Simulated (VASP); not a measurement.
Band structure of HfS (relaxed from the zinc blende structure, space group F-43m). Method: PBEsol GGA, VASP's PBE PAW potentials (set 64) (plane waves; VASP 6.6.1).

Unless said otherwise, spin-orbit coupling is left out, though it shifts the bands of the heavy elements here.

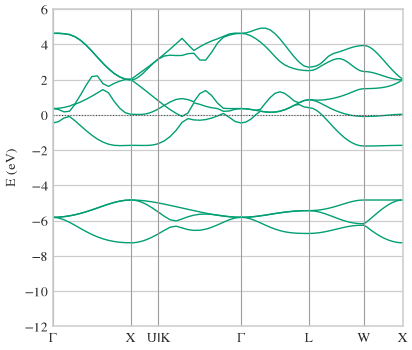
Fig. 1. Bands along high-symmetry lines, zero at the valence-band maximum or, without a gap, the Fermi level

**Question.** Read the plot: is there a gap, and where are the band edges?

**Answer.** It has no gap at this level: it comes out as a metal or semimetal. (Edges off the drawn lines would not show.)

The structure was generated: HfS was put into the zinc blende type (F-43m), which need not be its known phase. It was relaxed first, which changed the volume by -35 %.
